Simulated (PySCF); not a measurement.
Sn(Cl)3(Et), C2H5Cl3Sn, SMILES C[CH2][Sn]([Cl])([Cl])[Cl] at its B3LYP/def2-SVP optimised geometry (Å):

```
11

C     -1.2596    -1.4823     3.0437
C     -1.6226    -2.1766     1.7339
Sn    -0.8407    -1.1316     0.0000
Cl     1.5225    -1.1316     0.0000
Cl    -1.5498    -2.0819    -2.0408
Cl    -1.5225     1.1316     0.0000
H     -0.1694    -1.4286     3.1891
H     -1.6580    -0.4569     3.0869
H     -1.6809    -2.0402     3.8967
H     -2.7089    -2.2346     1.5657
H     -1.2109    -3.1950     1.6610
```

Computed with B3LYP/def2-TZVP, def2 effective core potentials past Kr (PySCF). The core electrons that the potentials of Sn replace are not part of the density. Cells within 0.4 Å of a nucleus heavier than hydrogen are left out (blank, or x).

Map of the HOMO amplitude (bohr^(-3/2)) on the plane z = 0.0 Å; orbital energy -8.50 eV, overall sign arbitrary:

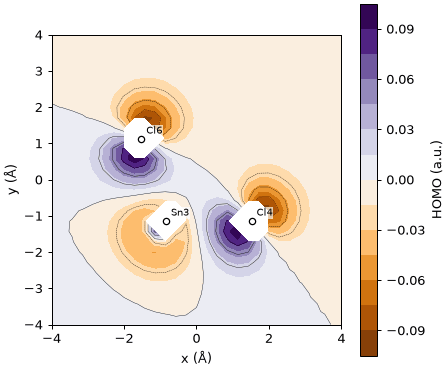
*HOMO amplitude (bohr^(-3/2)) on the plane z = 0.0 Å.*
